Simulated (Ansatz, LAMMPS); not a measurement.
**Relaxing ionic liquid ethylpyridinium dicyanamide with Li salt, from a frame at 400 K (98 atoms)**

How does ionic liquid ethylpyridinium dicyanamide with Li salt, from a frame at 400 K (98 atoms) relax, and what do bonds, charges and levels look like afterwards?

Program: Ansatz 0.2.0. Level of theory: Kohn-Sham DFT, revPBE+D4, PAW (set soft_2), plane waves. Results are calculated unless marked as measured.

### Step 1. The structure

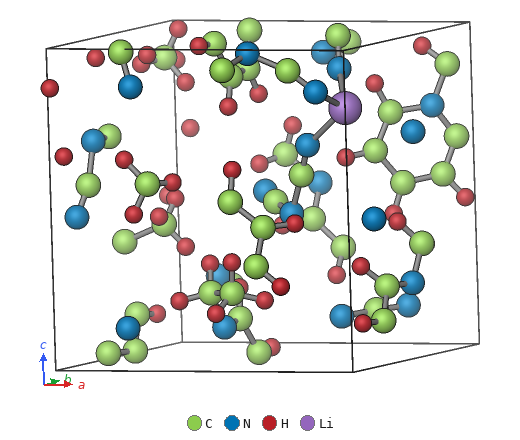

Start, viewed slightly off an axis; carbon green, nitrogen blue, hydrogen red, lithium purple. Bonds to atoms that aren't drawn are left out. Some periodic images of atoms are drawn too.

The cell holds 98 atoms: 38 C, 19 N, 40 H and 1 Li. Cell: a = 10.520 Å, b = 10.520 Å, c = 10.520 Å, α = 90.0°, β = 90.0°, γ = 90.0°. 4 ethylpyridinium, 5 dicyanamide, 1 Li+ placed at random, at 1.1 g/cm³; overlaps pushed apart, then 10 ps at 700 K with Joung-Cheatham ions (J. Phys. Chem. B 112, 9020 (2008)); MMFF94 bonds, angles, torsions, charges and radii (Halgren, J. Comput. Chem. 17, 490 (1996)) in harmonic and 12-6 forms; charges of ions scaled by 0.8. Snapshot after 30 ps at 400 K and fixed volume.

What the set-up can't give: The network of contacts between molecules at the start is that of the classical potential that made the cell. The density was typed from a rule of thumb and may lie off the real one at this temperature. Sampling is at Γ alone, for a cell whose shortest periodic width is 11 Å.

### Step 2. How the cell was made

A classical potential makes the cell, at a small fraction of what the same run would cost in DFT.

This step: classical MD, Joung-Cheatham ions (J. Phys. Chem. B 112, 9020 (2008)); MMFF94 bonds, angles, torsions, charges and radii (Halgren, J. Comput. Chem. 17, 490 (1996)) in harmonic and 12-6 forms; charges of ions scaled by 0.8 (LAMMPS 22 Jul 2025 - Update 4).

in.lmp

```
# ionic liquid ethylpyridinium dicyanamide with Li salt
units real
atom_style full
boundary p p p
bond_style harmonic
angle_style harmonic
dihedral_style opls
improper_style harmonic
special_bonds lj 0 0 0.5 coul 0 0 0.75
read_data data.lmp
neigh_modify delay 0 every 1 check yes one 4000
comm_modify cutoff 12.0
timestep 0.5
thermo_style custom step time temp pe press density
thermo_modify norm yes
# push overlapping molecules apart
pair_style soft 2.6
pair_coeff * * 0.0
variable a equal ramp(1,60)
fix ad all adapt 1 pair soft a * * v_a
velocity all create 700 659860 mom yes dist gaussian
fix lim all nve/limit 0.03
fix lan all langevin 700 700 50 659861 zero yes
thermo 1000
run 3000 post no
unfix ad
pair_style lj/cut/coul/long 9.0
pair_modify mix arithmetic tail yes
pair_coeff 1 1 0.0678 3.3680   # C
pair_coeff 2 2 0.0721 3.1460   # N
pair_coeff 3 3 0.0678 3.5860   # C
pair_coeff 4 4 0.0216 2.5400   # H
pair_coeff 5 5 0.0721 3.3270   # N
pair_coeff 6 6 0.0678 3.5530   # C
# [... 20 lines left out ...]
compute msd all msd com yes
thermo 7500
fix md all nvt temp 400 400 100
run 30000 post no
print "== T400: mean square displacement over the hold $(c_msd[4]:%.2f) A^2"
unfix md
uncompute msd
write_dump all custom T400.dump id type xs ys zs modify sort id
```

Command:

```console
$ lmp -in in.lmp -log none -nocite
```

Numbers of over 12 decimals in the logs are rounded to 6 here.

The program printed:

```text
LAMMPS (22 Jul 2025 - Update 4)
Reading data file ...
  orthogonal box = (0 0 0) to (10.51987 10.51987 10.51987)
  98 atoms
  orthogonal box = (0 0 0) to (10.51987 10.51987 10.51987)
  92 bonds
  135 angles
  132 dihedrals
  24 impropers
   Step          Time           Temp          PotEng         Press         Density
         0   0              700            0.12020065    -7282.1943      1.0979993
      1000   500            550.19874      1.992955       24359.554      1.0979993
      2000   1000           637.89597      1.6676788      32921.869      1.0979993
      3000   1500           562.20693      1.9194083      11357.13       1.0979993
WARNING: Bond/angle/dihedral extent > half of periodic box length
Loop time of 0.224634 s on 1 MPI rank(s) for 3000 steps with 98 atoms
PPPM initialization ...
  G vector (1/distance) = 0.27476829
  grid = 5 5 5
  estimated relative force accuracy = 2.9435203e-05
[... 16 lines left out ...]
      2000   1000           631.12568     -1.6206308      19544.882      1.0979993
Loop time of 0.622713 s on 1 MPI rank(s) for 2000 steps with 98 atoms
   Step          Time           Temp          PotEng         Press         Density
      2000   1000           631.12568     -1.6206308      19544.882      1.0979993
[... 5 lines left out ...]
Loop time of 3.34296 s on 1 MPI rank(s) for 10000 steps with 98 atoms
   Step          Time           Temp          PotEng         Press         Density
[... 4 lines left out ...]
Loop time of 1.65917 s on 1 MPI rank(s) for 5000 steps with 98 atoms
   Step          Time           Temp          PotEng         Press         Density
[... 2 lines left out ...]
     30000   29000          391.49481     -2.289775       15693.77       1.0979993
     37500   36500          423.68754     -2.2372515      5027.3658      1.0979993
     45000   44000          459.03422     -2.0369718      2421.3288      1.0979993
     47000   46000          446.90396     -2.2666474      15690.737      1.0979993
Loop time of 10.1115 s on 1 MPI rank(s) for 30000 steps with 98 atoms
== T400: mean square displacement over the hold 3.06 A^2
```

It took 16 s on 1 thread of Intel Xeon Platinum 8488C (Sapphire Rapids), shared host; peak memory 0.12 GiB.

The input also reads data.lmp (atoms, bonds and types; not printed here).

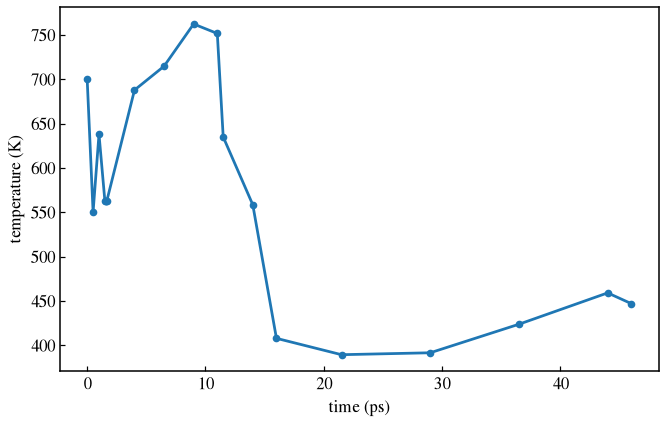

Temperature against time.

### Step 3. Single point at the start

A single point comes first, to see the forces before anything moves.

input.yaml

```yaml
crystal:
  lattice:
    - [10.51987, 0.0, 0.0]
    - [0.0, 10.51987, 0.0]
    - [0.0, 0.0, 10.51987]
  atoms:
    - { symbol: C, position: [0.48839, 0.26379, 0.21986] }
    - { symbol: C, position: [0.37818, 0.35509, 0.2124] }
    - { symbol: "N", position: [0.38375, 0.44096, 0.09784] }
    - { symbol: C, position: [0.38184, 0.56902, 0.11361] }
    - { symbol: C, position: [0.40826, 0.64846, 0.00187] }
    - { symbol: C, position: [0.42295, 0.59087, 0.88945] }
    - { symbol: C, position: [0.42076, 0.45972, 0.87586] }
    - { symbol: C, position: [0.40165, 0.38195, 0.98436] }
    - { symbol: H, position: [0.46641, 0.18384, 0.16287] }
    - { symbol: H, position: [0.50005, 0.2414, 0.31755] }
    - { symbol: H, position: [0.57381, 0.31781, 0.19334] }
    - { symbol: H, position: [0.35458, 0.40962, 0.2977] }
    - { symbol: H, position: [0.29229, 0.30611, 0.19058] }
    - { symbol: H, position: [0.3646, 0.61059, 0.20648] }
    - { symbol: H, position: [0.40354, 0.75861, 0.00782] }
    - { symbol: H, position: [0.43215, 0.64934, 0.80526] }
    - { symbol: H, position: [0.43293, 0.40713, 0.78672] }
    - { symbol: H, position: [0.3916, 0.28562, 0.98559] }
    - { symbol: C, position: [0.05277, 0.80391, 0.90182] }
    - { symbol: C, position: [0.95895, 0.90847, 0.87774] }
    - { symbol: "N", position: [0.91434, 0.88434, 0.75137] }
    - { symbol: C, position: [0.80362, 0.81432, 0.73583] }
    - { symbol: C, position: [0.76872, 0.76639, 0.62013] }
    - { symbol: C, position: [0.83764, 0.8161, 0.51641] }
    - { symbol: C, position: [0.94144, 0.89004, 0.53753] }
    - { symbol: C, position: [0.9714, 0.93562, 0.65129] }
    - { symbol: H, position: [0.01206, 0.71408, 0.88964] }
    - { symbol: H, position: [0.0953, 0.81964, 0.98965] }
    - { symbol: H, position: [0.12262, 0.80036, 0.82599] }
    - { symbol: H, position: [0.0095, 0.99709, 0.87764] }
    - { symbol: H, position: [0.87496, 0.9119, 0.93337] }
    - { symbol: H, position: [0.7676, 0.78038, 0.82745] }
    - { symbol: H, position: [0.69826, 0.6981, 0.60461] }
    - { symbol: H, position: [0.81126, 0.79846, 0.42152] }
    - { symbol: H, position: [0.00154, 0.92018, 0.46314] }
    - { symbol: H, position: [0.04904, 0.99862, 0.66552] }
    - { symbol: C, position: [0.29107, 0.08463, 0.57379] }
    - { symbol: C, position: [0.37834, 0.97044, 0.58895] }
    - { symbol: "N", position: [0.48577, 0.98694, 0.49909] }
    - { symbol: C, position: [0.57287, 0.07348, 0.52027] }
    - { symbol: C, position: [0.67675, 0.08223, 0.44092] }
    - { symbol: C, position: [0.67634, 0.01934, 0.32536] }
    - { symbol: C, position: [0.58172, 0.93035, 0.30364] }
    - { symbol: C, position: [0.48976, 0.91462, 0.3934] }
    - { symbol: H, position: [0.21296, 0.08952, 0.64831] }
    - { symbol: H, position: [0.24957, 0.06696, 0.48068] }
    - { symbol: H, position: [0.33736, 0.17363, 0.57114] }
    - { symbol: H, position: [0.32774, 0.8834, 0.56614] }
    - { symbol: H, position: [0.41223, 0.95614, 0.67958] }
    - { symbol: H, position: [0.56269, 0.11911, 0.61598] }
    - { symbol: H, position: [0.75561, 0.14901, 0.44794] }
    - { symbol: H, position: [0.75417, 0.02719, 0.26264] }
    - { symbol: H, position: [0.58668, 0.85988, 0.22436] }
    - { symbol: H, position: [0.41385, 0.85009, 0.37883] }
    - { symbol: C, position: [0.13533, 0.57004, 0.40533] }
    - { symbol: C, position: [0.99847, 0.5757, 0.34977] }
    - { symbol: "N", position: [0.99091, 0.51063, 0.23308] }
    - { symbol: C, position: [0.03905, 0.56291, 0.12507] }
    - { symbol: C, position: [0.06096, 0.48731, 0.0184] }
    - { symbol: C, position: [0.02451, 0.36097, 0.02189] }
    - { symbol: C, position: [0.97363, 0.31516, 0.1326] }
    - { symbol: C, position: [0.95605, 0.39071, 0.23304] }
    - { symbol: H, position: [0.19658, 0.59095, 0.33368] }
    - { symbol: H, position: [0.16046, 0.47298, 0.43746] }
    - { symbol: H, position: [0.14824, 0.63234, 0.4798] }
    - { symbol: H, position: [0.96768, 0.67928, 0.3396] }
    - { symbol: H, position: [0.93478, 0.53769, 0.42071] }
    - { symbol: H, position: [0.06026, 0.66718, 0.11789] }
    - { symbol: H, position: [0.11395, 0.52478, 0.93495] }
    - { symbol: H, position: [0.03858, 0.29668, 0.94545] }
    - { symbol: H, position: [0.94842, 0.21095, 0.13329] }
    - { symbol: H, position: [0.88598, 0.3534, 0.29783] }
    - { symbol: "N", position: [0.8458, 0.81128, 0.13612] }
    - { symbol: C, position: [0.77491, 0.72409, 0.12894] }
    - { symbol: "N", position: [0.70505, 0.61504, 0.11828] }
    - { symbol: C, position: [0.742, 0.56373, 0.99492] }
    - { symbol: "N", position: [0.76168, 0.51851, 0.89685] }
    - { symbol: "N", position: [0.20523, 0.81848, 0.22294] }
    [... 14 atom lines left out ...]
    - { symbol: "N", position: [0.69453, 0.40923, 0.66796] }
    - { symbol: C, position: [0.65467, 0.44816, 0.5724] }
    - { symbol: "N", position: [0.60137, 0.48734, 0.44811] }
    - { symbol: C, position: [0.50664, 0.58383, 0.47645] }
    - { symbol: "N", position: [0.43886, 0.66458, 0.50154] }
    - { symbol: Li, position: [0.84165, 0.37094, 0.78765] }
kpoints:
  mp_grid: { grid: [1, 1, 1] }
hamiltonian:
  xc: revpbe
  dispersion: d4
scf:
  occupations: { method: gaussian, width: 0.025 }
output:
  forces: true
  stress: true
  populations: true
  dos:
    method: { smearing: { sigma: 0.1 } }
    de: 0.1
    projected: { site_lists: { C: [C], H: [H], Li: [Li], "N": ["N"] } }
  eigenvalues: true
```

Command:

```console
$ ansatz run input.yaml --threads 4 --pin off --max-ram 8192MiB --backend cpu --events-out ev --progress --plain --runs-dir out
```

The program printed:

```text
Engine: ansatz 0.2.0, x86_64-unknown-linux-gnu
Pseudopotentials: kind: paw
Pseudopotential: C, paw, valence charge 4, recommended cutoff 420 eV (normal), C.paw.azcp
Pseudopotential: N, paw, valence charge 5, recommended cutoff 420 eV (normal), N.paw.azcp
Pseudopotential: H, paw, valence charge 1, recommended cutoff 420 eV (normal), H.paw.azcp
Pseudopotential: Li, paw, valence charge 3, recommended cutoff 420 eV (normal), Li.paw.azcp
Functional definition: revPBE
  parameter kappa = 1.245
  parameter beta = 0.066725
  exchange = pbe_x(kappa = kappa, mu = beta*pi^2/3)
  correlation = pbe_c(beta = beta)
Crystal: 98 atoms, lattice volume = 1164.209 Å³
Basis set: ecut = 420 eV, 22887 PW (Γ), exchange–correlation on 144×144×144 points (8 copies of the dense FFT grid, shifted against one another)
Bands: 243, of which v1, the nominal top of the filled ones, is band 145 counted from 1 (144 counted from 0)
Symmetry: 1 space group operations
Space group: P1 (ITA 1), of the structure as read, at distance tolerance 1.1e-4 Å
k-points: 1
Non-local potential: C, projectors of the file, l = 0: 2, l = 1: 2, l = 2: 1
Non-local potential: N, projectors of the file, l = 0: 2, l = 1: 2, l = 2: 1
Non-local potential: H, projectors of the file, l = 0: 2, l = 1: 1
Non-local potential: Li, projectors of the file, l = 0: 3, l = 1: 2, l = 2: 1
PAW form: soft (Blöchl's): semilocal exchange-correlation on the pseudo side does not see the compensation charge
PAW frozen core: C, regenerated for the run's functional, and the local potential with it (the file was generated under x = pbe(κ = 0.804, μ = 0.219515), c = pbe(β = 0.066725))
PAW frozen core: N, regenerated for the run's functional, and the local potential with it (the file was generated under x = pbe(κ = 0.804, μ = 0.219515), c = pbe(β = 0.066725))
PAW one-centre angular grid: C, 110 points (default); XC on 64 Gauss nodes
PAW one-centre angular grid: N, 110 points (default); XC on 64 Gauss nodes
PAW one-centre angular grid: H, 110 points (default); XC on 64 Gauss nodes
PAW one-centre angular grid: Li, 110 points (default); XC on 64 Gauss nodes
Initial density: superposition of atomic densities (neutral atoms: chi_scale 0, normalization atom), corrected by the library's trained network
Initial wavefunctions: pseudopotential atomic-orbital guess
Functional: x = revpbe(κ = 1.245, μ = 0.219515), c = pbe(β = 0.066725)
SCF iter   1: F=—  HF=-17736.109911 eV  |F-HF|=—  |Δ(HF+E_count)|=         —  Δρ=7.60e-3  dr2=1.34e0  ethr=1.77e-3  ⟨swp⟩=6.0  Hψ=1117  notcnv=0  defer=30
preconditioner: auto → Resta (q_TF=auto, 2.164 Å⁻¹)  ε∞=2.5  [insulator: Δε(μ)=2.492 eV  Ē_g=14.972 eV  σ=0.025 eV  W_gap=1.00  n_scr=202 (ndim 8)  ℏωp=18.5 eV  f_vac=0.216  D(μ)=0.00/eV (n_scr^D=0)  ε∞_Penn≈2.5]
SCF iter   2: F=—  HF=-17735.796497 eV  |F-HF|=—  |Δ(HF+E_count)|=   3.13e-1  Δρ=3.80e-3  dr2=2.95e-1  ethr=4.61e-4  ⟨swp⟩=3.0  Hψ=420  notcnv=0  defer=90
SCF iter   3: F=—  HF=-17735.740460 eV  |F-HF|=—  |Δ(HF+E_count)|=   5.60e-2  Δρ=2.79e-3  dr2=1.44e-1  ethr=1.02e-4  ⟨swp⟩=2.0  Hψ=294  notcnv=0  defer=90
SCF iter   4: F=—  HF=-17735.712601 eV  |F-HF|=—  |Δ(HF+E_count)|=   2.79e-2  Δρ=1.15e-3  dr2=2.28e-2  ethr=4.96e-5  ⟨swp⟩=2.0  Hψ=411  notcnv=0  defer=90
SCF iter   5: F=—  HF=-17735.709329 eV  |F-HF|=—  |Δ(HF+E_count)|=   3.27e-3  Δρ=4.40e-4  dr2=2.96e-3  ethr=7.87e-6  ⟨swp⟩=2.0  Hψ=288  notcnv=0  defer=90
SCF iter   6: F=—  HF=-17735.709486 eV  |F-HF|=—  |Δ(HF+E_count)|=   1.57e-4  Δρ=1.86e-4  dr2=4.08e-4  ethr=1.02e-6  ⟨swp⟩=2.0  Hψ=297  notcnv=0  defer=90
SCF iter   7: F=—  HF=-17735.709687 eV  |F-HF|=—  |Δ(HF+E_count)|=   2.01e-4  Δρ=9.26e-5  dr2=1.16e-4  ethr=1.41e-7  ⟨swp⟩=2.0  Hψ=290  notcnv=0  defer=90
SCF iter   8: F=—  HF=-17735.709729 eV  |F-HF|=—  |Δ(HF+E_count)|=   4.18e-5  Δρ=3.03e-5  dr2=1.12e-5  ethr=4.01e-8  ⟨swp⟩=2.0  Hψ=292  notcnv=0  defer=90
SCF iter   9: F=—  HF=-17735.710863 eV  |F-HF|=—  |Δ(HF+E_count)|=   1.13e-3  Δρ=1.38e-5  dr2=2.24e-6  ethr=3.87e-9  ⟨swp⟩=2.0  Hψ=298  notcnv=0  defer=90
SCF iter  10: F=—  HF=-17735.710864 eV  |F-HF|=—  |Δ(HF+E_count)|=   1.45e-6  Δρ=6.08e-6  dr2=4.27e-7  ethr=7.72e-10  ⟨swp⟩=2.0  Hψ=292  notcnv=0  defer=90
SCF iter  11: F=—  HF=-17735.710865 eV  |F-HF|=—  |Δ(HF+E_count)|=   3.11e-7  Δρ=2.84e-6  dr2=1.15e-7  ethr=3.45e-11  ⟨swp⟩=15.0  Hψ=1590  notcnv=0
SCF iter  12: F=-17735.710865 eV  HF=-17735.710865 eV  |F-HF|=6.13e-9  |Δ(HF+E_count)|=   2.86e-8  Δρ=9.55e-7  dr2=1.05e-8  ethr=3.45e-11  ⟨swp⟩=4.0  Hψ=622  notcnv=0
SCF 1 converged in 12 iterations: F = -17735.710865 eV  dr2 = 1.05e-8
  greatest PAW one-centre occupation: 0.999 electrons in one spin orbital (limit 2), on the Li atom at site 97 (counted from 0), in its partial waves of l = 0
SCF converged after 12 iterations
Free energy (F): -17735.710865 eV
Harris-Foulkes:  -17735.710865 eV  (|F-HF|=6.13e-9)
Internal energy: -17735.710865 eV  (E = F + TS)
E sigma→0 (E₀):  -17735.710865 eV
Fermi energy:    1.201873 eV
--- Per-component energies (eV) ---
  E_band       = -2278.719688
  E_kinetic    = 6455.718428
  E_local      = -19294.191825  (includes V_loc(G=0)·N_el)
  E_nonlocal   = 1945.013509
  E_hartree    = 6700.846326
  E_xc         = -3314.776262
  E_vxc        = -4141.196358  (∫ρ·V_xc dr)
  E_paw        = -6287.742311  (= ΣΔE_a)
  E_vpaw       = -645.703201  (= ΣTr[D̂ρ^β])
  E_aug_tail   = -0.053744  (compensation charges beyond the density's cutoff)
  E_ewald      = -3926.190871
  E_disp       = -13.627601  (pairwise vdW)
  E_core_change = -0.706514  (= ΣΔE_core)
  E_smearing   = -0.000000  (= −TS)
  E_closure    = -0.000000  (closes the sum)
  Σ components = -17735.710865   (vs F -17735.710865, Δ=0.00e0)
--- Forces (eV/Å), atoms counted from 1 ---
  atom   1  C      0.13229162     1.95379220     0.02725856
  atom   2  C     -1.12532584     0.60785016    -0.44041465
  atom   3  N      0.61348174     0.67175656     1.24121340
  atom   4  C      0.97324699     1.05234594    -2.55930935
  atom   5  C     -1.58103474     1.49740710     4.19284569
  atom   6  C      0.32351356    -0.45982712    -2.42822318
  atom   7  C     -0.24363031    -2.28193547     1.00561389
  atom   8  C      0.12964794     4.28975436    -1.05623336
  atom   9  H      0.34954274    -1.01427817    -0.60320531
  atom  10  H      0.10292074    -0.57834111     1.05166187
  atom  11  H      0.11882324    -0.49701101    -0.20492824
  atom  12  H      0.57211392     0.35958325    -0.10120939
  atom  13  H     -1.00029541    -1.07261821     0.17822654
  atom  14  H      0.05597494    -0.25877579     0.05978336
[...]
atom  97  N     -2.97114397     3.06279822     0.74044415
  atom  98  Li    -0.71864993     0.01535615    -0.03730213
  max |Σ_I F_I| component: 3.04e-5 eV/Å
--- Stress (GPa, compression-positive) ---
        1.155410       1.192482      -0.039243
        1.192480      -0.345984       0.610013
       -0.039246       0.610012       1.852379
  P = ⅓ Tr σ = 0.8873 GPa (8.873 kbar)
--- Band table (eV) ---
  k-point 0: bands = ["-43.6955", "-21.3899", "-21.2034", "-20.9257", [... 227 levels ...], "9.9916", "10.0240", "10.0420", "10.1026", "10.2101", "10.2476", "10.2760", "10.3249", "10.3815", "10.4480", "10.5224", "10.5923"]
--- Löwdin populations: 98 sites ---
  site symbol       q [e]
     0      C      4.4555
     1      C      4.1605
     2      N      4.9129
[...]
97     Li      2.2579
  spilling = 0.013981 (of n_electrons = 290.000000)
```

Wall time 8.3 s (4 threads of Intel Xeon Platinum 8488C (Sapphire Rapids), shared host); peak memory 1.2 GiB.

In the SCF lines HF is the Harris–Foulkes energy and dr2 the Hartree energy of the density residual, in eV; the loop may stop once dr2 is under the threshold and the program's other checks hold. Hψ counts applications of the Hamiltonian.

The run gave:

- free energy: -17735.7109 eV
- free energy per atom: -180.9766 eV/atom
- SCF cycles: 12
- pressure: 0.8873 GPa
- r.m.s. force component: 1.685 eV/Å
- longest force: 8.305 eV/Å
- Fermi energy: 1.202 eV
- gap (highest filled to lowest empty level): 1.547 eV
- spilling of the projection: 0.01398

The r.m.s. force component of 1.7 eV/Å and the pressure of 0.89 GPa set the starting point.

Neighbours are counted within 1.34 Å (H-C), 1.85 Å (C-C), 1.62 Å (C-N), 2.58 Å (C-Li), 2.48 Å (N-Li).

Length of the force by element and coordination:

```
element  coordination  atoms  mean length of the force (eV/Å)  spread  least   most
      C           all     38                             3.21    2.13  0.686   8.31
      C             2      9                             5.88    2.26   1.50   8.31
      C             3     21                             2.49    1.27  0.686   5.69
      C             4      8                             2.08    1.02  0.834   3.89
      H           all     40                             1.27   0.676  0.271   3.19
     Li           all      1                            0.720       0  0.720  0.720
      N           all     19                             2.80    1.43  0.640   4.63
      N             1      7                             2.14    1.45  0.640   4.33
      N             2      7                             3.56    1.28   1.15   4.63
      N             3      5                             2.67    1.05   1.54   4.49
```

[end of part 1 of 3]

[Logs are printed without paths, hosts, clocks, repeated set-up lines and the standing remarks that a program may print on its own settings, such as how far it seeks lower states.]

[Hosts, paths, dates, database ids (printed as entryN), source tags and the programs' standing remarks are cut or masked in the printed files.]

[The MMFF94 radii named for the starting cell were scaled by 0.96; in molecules described by MMFF94, hydrogen bound to N, O or S took a small fixed 12-6 site in their place.]
